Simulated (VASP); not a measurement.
Consider the following.

```
CELL_PARAMETERS angstrom
      4.48618     0.00000     0.00000
      0.00000     4.48618     0.00000
      0.00000     0.00000     3.16238
ATOMIC_POSITIONS crystal
  Ir 0.00000 0.00000 0.00000
  Ir 0.50000 0.50000 0.50000
  O  0.30868 0.30868 0.00000
  O  0.80868 0.19132 0.50000
  O  0.19132 0.80868 0.50000
  O  0.69132 0.69132 0.00000
```

All values below come from PBEsol GGA, VASP's PBE PAW potentials (set 64) (plane waves; VASP). Run with 520 eV cut-off, 8×8×11 Γ-centred mesh, tetrahedra with Blöchl corrections, potentials Ir O.

Unless said otherwise, spin-orbit coupling is left out, though it shifts the bands of the heavy elements here.

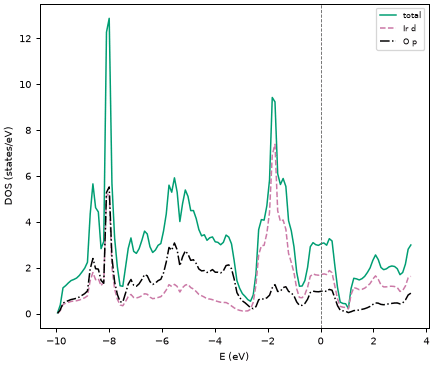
Fig. 1. Total and projected density of states, zero at the Fermi level

Within 2 eV below the Fermi level the largest weight inside VASP's projection spheres is Ir d, then O p.

It has no gap at this level: it comes out as a metal or semimetal.

The compound is IrO2 in the rutile structure. It was relaxed first.
